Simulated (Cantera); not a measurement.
Input: 1 mol (CH3)2SiCl2, a varied amount of H2, at 2673 K and 0.0100 bar.

These are equilibrium values from Cantera (NASA tables, ideal gas, pure condensed phases), not measurements of a reactor. Candidate condensed phases: C, C6H6, C7H8, C8H18, Si, SiC; 109 gas species. The feed counts by its element totals alone. The tables' values for SiCl are old estimates; treat these amounts as uncertain. Gases not in the tables: Si2H6 and higher silanes. Equilibrium is a limit: real reactors are often held back by kinetics, nucleation or transport.

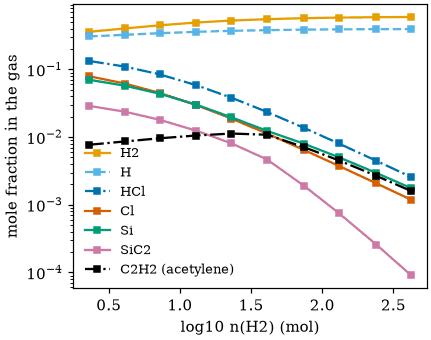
Fig. 1. Equilibrium gas composition (values under 1e-9 drawn at 1e-9)

From 2.3 mol H2 to 23 mol H2 the condensed part is C(graphite). From 41 mol H2 to 420 mol H2 nothing is condensed. The main Si-bearing gas is Si throughout.
